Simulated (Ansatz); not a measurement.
# NH3 (ammonia): BCCD(T)/6-31G

Aim: the energy change on altering one bond length of NH3 (ammonia) at BCCD(T)/6-31G, from 2 runs. 

Program for the calculation: Ansatz 0.2.0.

48 further runs of the same task are left out: 48 set aside as unsound or not needed.

## 1. Starting point

The species is NH3 (4 atoms), meant as a singlet with charge 0. SMILES: `N`. The shape is that of a PBE0-D4/def2-TZVP optimisation.

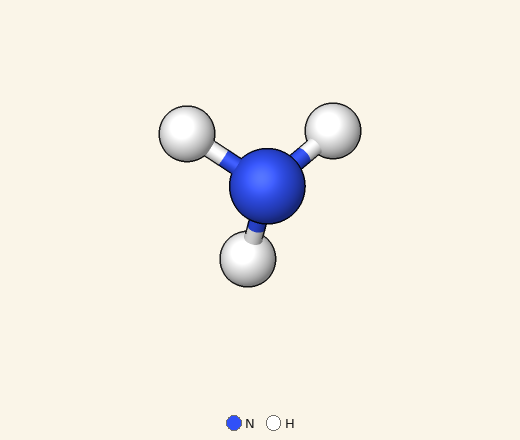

The structure, seen from a chosen angle (nitrogen blue, hydrogen white).

## 2. A single-point energy at BCCD(T)/6-31G

File in.yaml:

```yaml
crystal:
  periodic: [false, false, false]
  atoms:
    - symbol: N
      position_ang: [-0.069910, 0.249470, 0.110930]
    - symbol: H
      position_ang: [0.490470, -0.301820, 0.749180]
    - symbol: H
      position_ang: [-0.887480, -0.301940, -0.118910]
    - symbol: H
      position_ang: [0.466920, 0.354280, -0.741200]
basis:
  gaussian:
    orbitals: 6-31G
correlation:
  method: bccd_t
  frozen_orbitals: {H: 0, "N": 1}
accuracy: high
scf:
  omitted_lower_state_checks: [cluster_reference, increment]
```

Launch:

```bash
$ ansatz run in.yaml --threads 1 --pin off --max-ram 3480MiB --events-out events.jsonl --progress --plain --runs-dir runs
```

What it wrote, shortened:

```text
Warning: RAYON_NUM_THREADS=1 ignored (pool sized by the plan → 1); use --threads N
Functional definition: HF
  name "HF"
[...]
351 factors; integrals over basis functions are off by at most 8.1e-9 eV
[...]
mean field -1528.22837851 eV, -56.1613570397 hartree, gradient 2.1e-8 eV, S^2 0.000000; 0 other end points of the search recorded, 0 dependent functions left out
1 core orbitals not correlated: weight in the atoms' cores, before any rotation towards them, 1.000 or more for the frozen orbitals, at most 0.000 for the correlated occupied ones
reference -1528.22837851 eV, -56.1613570397 hartree; 4, 4 occupied and 10, 10 virtual orbitals, 351 factors
second order -3.15085813 eV of doubles, -0.00000000 eV of singles
cycle   1  -3.36622296 eV  change   -2.2e-1 eV  update   3.6e-2
[...]
cycle  17  -3.49758333 eV  change   9.3e-10 eV  update  9.1e-10
perturbative correction -0.04063429 eV, -0.0014932827 hartree
Total energy: -1531.76659613 eV, -56.2913841390 hartree
Checks for a lower state left out: cluster_reference, increment
```

It took 0.14 s on 1 thread of Intel Xeon 6975P-C (Granite Rapids), shared host.

## 3. The distorted shape

File molecule.yaml:

```yaml
crystal:
  periodic: [false, false, false]
  atoms:
    - {symbol: "N", position_ang: [-0.209994, 0.387282, -0.048620]}
    - {symbol: H, position_ang: [0.490470, -0.301820, 0.749180]}
    - {symbol: H, position_ang: [-1.027564, -0.164128, -0.278460]}
    - {symbol: H, position_ang: [0.326836, 0.492092, -0.900750]}
basis:
  gaussian:
    orbitals: 6-31G
correlation:
  method: bccd_t
  frozen_orbitals: {H: 0, "N": 1}
accuracy: high
scf:
  omitted_lower_state_checks: [cluster_reference, increment]
```

Launch:

```bash
$ ansatz run molecule.yaml --threads 1 --pin off --max-ram 3480MiB --events-out events.jsonl --progress --plain --runs-dir runs
```

What it wrote, shortened:

```text
Warning: RAYON_NUM_THREADS=1 ignored (pool sized by the plan → 1); use --threads N
[... 2 set-up lines as earlier in the session ...]
[...]
350 factors; integrals over basis functions are off by at most 1.2e-8 eV
[...]
mean field -1527.22637289 eV, -56.1245340126 hartree, gradient 4.8e-8 eV, S^2 0.000000; 0 other end points of the search recorded, 0 dependent functions left out
1 core orbitals not correlated: weight in the atoms' cores, before any rotation towards them, 1.000 or more for the frozen orbitals, at most 0.000 for the correlated occupied ones
reference -1527.22637289 eV, -56.1245340126 hartree; 4, 4 occupied and 10, 10 virtual orbitals, 350 factors
second order -3.35220559 eV of doubles, -0.00000000 eV of singles
cycle   1  -3.57112078 eV  change   -2.2e-1 eV  update   4.5e-2
[...]
cycle  22  -3.74801486 eV  change  -4.4e-10 eV  update  1.2e-10
perturbative correction -0.05585592 eV, -0.0020526671 hartree
Total energy: -1531.03024367 eV, -56.2643236855 hartree
Checks for a lower state left out: cluster_reference, increment
```

Wall time 0.14 s (1 thread of Intel Xeon 6975P-C (Granite Rapids), shared host).

## 4. Summary of results

At BCCD(T)/6-31G, 1 core orbital frozen:

```
                                                         quantity         value
                                        first shape: total energy  -56.29138 Eh
          first shape: correlation energy (1 core orbital frozen)    -130.0 mEh
                                      first shape: (T) correction     -1.49 mEh
                                    distorted shape: total energy  -56.26432 Eh
      distorted shape: correlation energy (1 core orbital frozen)    -139.8 mEh
                                  distorted shape: (T) correction     -2.05 mEh
energy change with the N1–H2 bond stretched from 1.013 to 1.266 Å      0.736 eV
```

What this shows: With the N1–H2 bond stretched from 1.013 to 1.266 Å the energy rises by 0.74 eV (71.0 kJ/mol). The first shape isn't relaxed at this level, so the change isn't measured from a minimum. The triples (first shape) make up 1.1 % of the correlation energy. The triples (distorted shape) make up 1.5 % of the correlation energy.
